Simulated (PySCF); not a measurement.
SMILES [SiH](I)I, doublet at its PBE0/def2-SVP optimised geometry (Å):

```
4

I      1.4489    -0.7149     0.0000
Si    -0.9975    -0.7149     0.0000
I     -1.9594    -1.7903     1.9757
H     -1.4489     0.7149     0.0000
```

Level of theory: unrestricted PBE0/def2-TZVP, def2 effective core potentials past Kr (PySCF). The core electrons that the potentials of I replace are not part of the density. Cells within 0.4 Å of a nucleus heavier than hydrogen are left out (blank, or x).

Map of the Laplacian of the electron density (e/bohr⁵), clipped to [-1.50, 1.50] on the plane z = 0.0 Å:

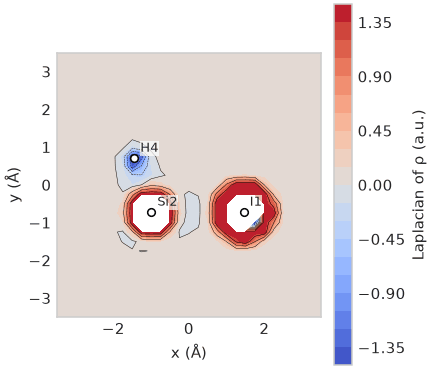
Figure: Laplacian of the electron density (e/bohr⁵), clipped to [-1.50, 1.50] on the plane z = 0.0 Å.
